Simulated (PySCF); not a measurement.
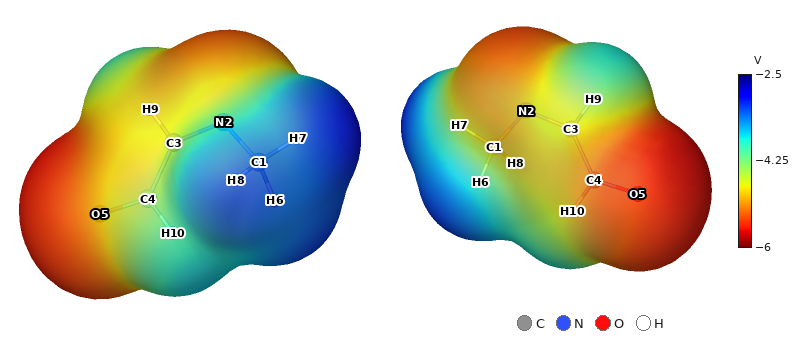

Figure. C3H5NO, charge −1, doublet, SMILES `C/N=C\[CH][O-]`. Electrostatic potential on the surface of electron density 0.001 a.u. (back view left, front view right).

Method: B3LYP/6-31+G*; geometry: GFN2-xTB; program: PySCF. The highest occupied Kohn–Sham orbital has positive energy, a self-interaction fault of such functionals for anions. No frequency check shows the geometry to be a minimum. The stability of the open-shell solution wasn't checked. GFN2-xTB doesn't know the spin state, so this open-shell geometry is rough.

Coordinates in Å:

```
C1      -1.8846   -0.5617   -0.0005
N2      -1.2270    0.7103    0.0001
C3       0.1021    0.7266    0.0001
C4       1.0242   -0.3247    0.0001
O5       2.2853   -0.2071   -0.0002
H6      -1.6468   -1.1781    0.8866
H7      -2.9672   -0.3803    0.0014
H8      -1.6492   -1.1755   -0.8858
H9       0.5168    1.7345    0.0005
H10      0.6032   -1.3570   -0.0002
```

Q: Where are the extremes of the potential on the surface?

A: Highest: −2.91 V, 1.4 Å from H7. Further maxima include −3.80 V, 1.4 Å from H9. Lowest: −5.69 V, 1.9 Å from O5. The surface is sampled at points, so like sites can differ by a few per cent and only the strongest of them is named.
